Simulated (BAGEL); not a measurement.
**CH4Cl2Si (methyldichlorosilane): HF/STO-3G (density fitting with qzvpp-jkfit)**

Aim: the energy change on altering one bond length of CH4Cl2Si (methyldichlorosilane) at HF/STO-3G (density fitting with qzvpp-jkfit), from 2 runs. 

Program for the calculation: BAGEL 1.2.2.

6 further runs of the same task are left out: 5 that didn't finish, 1 set aside as unsound or not needed. Runs told in other sessions of the task aren't counted.

## 1. The structure to begin with

CH4Cl2Si: 8 atoms, total charge 0, spin state singlet. SMILES: `C[SiH](Cl)Cl`. The coordinates come from a PBE0-D4/def2-TZVP relaxation.

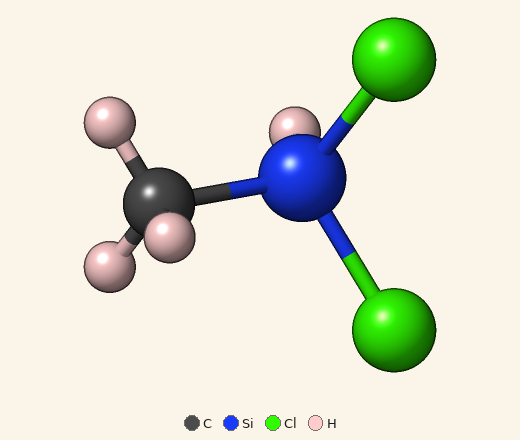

The structure, seen from a chosen angle (carbon dark grey, silicon blue, chlorine green, hydrogen pink).

## 2. A single-point energy at HF/STO-3G (density fitting with qzvpp-jkfit)

Input file hf.json:

```json
{ "bagel": [

{
  "title": "molecule",
  "basis": "sto-3g",
  "df_basis": "qzvpp-jkfit",
  "angstrom": true,
  "geometry": [
    { "atom": "C", "xyz": [   -0.168200,    1.000100,   -0.143000 ] },
    { "atom": "Si", "xyz": [    0.058100,   -0.802700,    0.188900 ] },
    { "atom": "Cl", "xyz": [    1.964700,   -1.153600,    0.852700 ] },
    { "atom": "Cl", "xyz": [   -0.248000,   -1.870300,   -1.533000 ] },
    { "atom": "H", "xyz": [   -1.182600,    1.191400,   -0.501000 ] },
    { "atom": "H", "xyz": [   -0.003400,    1.573900,    0.772100 ] },
    { "atom": "H", "xyz": [    0.539900,    1.340100,   -0.901100 ] },
    { "atom": "H", "xyz": [   -0.868500,   -1.335900,    1.208600 ] }
  ]
},
{ "title": "hf" },
{ "title": "print", "file": "orbitals.molden", "orbitals": true }

]}
```

Command:

```console
$ BAGEL_NUM_THREADS=1 BAGEL hf.json > hf.out
```

What it wrote:

```text
* using 1 threads per process

  ===============================================================
  ===============================================================

  *** Geometry ***

  { "atom" : "C", "xyz" : [     -0.317852,      1.889915,     -0.270231 ] },
  { "atom" : "Si", "xyz" : [      0.109793,     -1.516883,      0.356969 ] },
  { "atom" : "Cl", "xyz" : [      3.712745,     -2.179988,      1.611369 ] },
  { "atom" : "Cl", "xyz" : [     -0.468652,     -3.534355,     -2.896950 ] },
  { "atom" : "H", "xyz" : [     -2.234790,      2.251420,     -0.946753 ] },
  { "atom" : "H", "xyz" : [     -0.006425,      2.974240,      1.459058 ] },
  { "atom" : "H", "xyz" : [      1.020263,      2.532422,     -1.702832 ] },
  { "atom" : "H", "xyz" : [     -1.641227,     -2.524485,      2.283923 ] },

  Number of auxiliary basis functions:      531

  Since a DF basis is specified, we compute 2- and 3-index integrals:
    o Being stored without compression. Storage requirement is 0.006 GB

  Number of basis functions:       36
  Number of electrons      :       58

    * METHOD: MOLECULE                             0.18

  *** RHF ***

  === Nuclear Repulsion ===
   273.3797599110

      * DIIS with orbital gradients will be used.

  === RHF iteration (sto-3g) ===
      0      -1234.55844725          0.00991285           0.03
      1      -1234.62842880          0.00180227           0.03
      2      -1234.63036110          0.00041148           0.03
      3      -1234.63053285          0.00005994           0.03
      4      -1234.63053590          0.00001321           0.03
      5      -1234.63053608          0.00000269           0.03
      6      -1234.63053609          0.00000032           0.03
      7      -1234.63053609          0.00000007           0.03
      8      -1234.63053609          0.00000002           0.03
      9      -1234.63053609          0.00000000           0.03
    * SCF iteration converged.

    * Permanent dipole moment:
           (    0.834843,    -0.912759,    -0.499836) a.u.

    * METHOD: HF                                   0.39

    * METHOD: PRINT                                0.00

  ===============================================================
```

Run time: 0.7 s. Hardware: 1 thread of Arm Neoverse V2, shared host.

## 3. The distorted shape

Input file input.json:

```json
{ "bagel" : [

{
  "title" : "molecule",
  "basis" : "sto-3g",
  "df_basis" : "qzvpp-jkfit",
  "angstrom" : true,
  "geometry" : [
    { "atom" : "C", "xyz" : [      -0.281348,       1.901481,      -0.308946 ] },
    { "atom" : "Si", "xyz" : [       0.058100,      -0.802700,       0.188900 ] },
    { "atom" : "Cl", "xyz" : [       1.964700,      -1.153600,       0.852700 ] },
    { "atom" : "Cl", "xyz" : [      -0.248000,      -1.870300,      -1.533000 ] },
    { "atom" : "H", "xyz" : [      -1.295748,       2.092781,      -0.666946 ] },
    { "atom" : "H", "xyz" : [      -0.116548,       2.475281,       0.606154 ] },
    { "atom" : "H", "xyz" : [       0.426752,       2.241481,      -1.067046 ] },
    { "atom" : "H", "xyz" : [      -0.868500,      -1.335900,       1.208600 ] }
  ]
},

{ "title" : "hf" },

{ "title" : "print", "file" : "orbitals.molden", "orbitals" : true }

]}
```

Command:

```console
$ BAGEL_NUM_THREADS=1 BAGEL input.json > input.out
```

What it wrote:

```text
* using 1 threads per process

  ===============================================================
  ===============================================================

  *** Geometry ***

  { "atom" : "C", "xyz" : [     -0.531671,      3.593278,     -0.583823 ] },
  { "atom" : "Si", "xyz" : [      0.109793,     -1.516883,      0.356969 ] },
  { "atom" : "Cl", "xyz" : [      3.712745,     -2.179988,      1.611369 ] },
  { "atom" : "Cl", "xyz" : [     -0.468652,     -3.534355,     -2.896950 ] },
  { "atom" : "H", "xyz" : [     -2.448609,      3.954783,     -1.260345 ] },
  { "atom" : "H", "xyz" : [     -0.220244,      4.677603,      1.145465 ] },
  { "atom" : "H", "xyz" : [      0.806444,      4.235785,     -2.016425 ] },
  { "atom" : "H", "xyz" : [     -1.641227,     -2.524485,      2.283923 ] },

  Number of auxiliary basis functions:      531

  Since a DF basis is specified, we compute 2- and 3-index integrals:
    o Being stored without compression. Storage requirement is 0.006 GB

  Number of basis functions:       36
  Number of electrons      :       58

    * METHOD: MOLECULE                             0.18

  *** RHF ***

  === Nuclear Repulsion ===
   253.2886531822

      * DIIS with orbital gradients will be used.

  === RHF iteration (sto-3g) ===
      0      -1234.36482571          0.01192503           0.03
      1      -1234.44711631          0.00498161           0.03
      2      -1234.45801507          0.00120686           0.03
      3      -1234.45877943          0.00027687           0.03
      4      -1234.45883831          0.00002118           0.03
      5      -1234.45883885          0.00000504           0.03
      6      -1234.45883888          0.00000072           0.03
      7      -1234.45883888          0.00000018           0.03
      8      -1234.45883888          0.00000006           0.03
      9      -1234.45883888          0.00000002           0.03
     10      -1234.45883888          0.00000000           0.03
    * SCF iteration converged.

    * Permanent dipole moment:
           (    0.835804,    -1.015409,    -0.469845) a.u.

    * METHOD: HF                                   0.40

    * METHOD: PRINT                                0.00

  ===============================================================
```

Run time: 0.7 s. Hardware: 1 thread of Arm Neoverse V2, shared host.

## 4. Outcome

Level: HF/STO-3G (density fitting with qzvpp-jkfit).

| quantity | value |
| --- | --- |
| first shape: total energy | -1234.63054 Eh |
| first shape: dipole moment | 3.39 D |
| first shape: HOMO energy | -10.45 eV |
| first shape: LUMO energy | 8.18 eV |
| first shape: HOMO–LUMO gap | 18.63 eV |
| distorted shape: total energy | -1234.45884 Eh |
| distorted shape: dipole moment | 3.55 D |
| distorted shape: HOMO energy | -7.67 eV |
| distorted shape: LUMO energy | 3.31 eV |
| distorted shape: HOMO–LUMO gap | 10.98 eV |
| energy change with the C1–Si2 bond stretched from 1.847 to 2.771 Å | 4.672 eV |

**Reading.** With the C1–Si2 bond stretched from 1.847 to 2.771 Å the energy rises by 4.67 eV (108 kcal/mol). The first shape isn't relaxed at this level, so the change isn't measured from a minimum. The minimal basis adds a large error of its own.
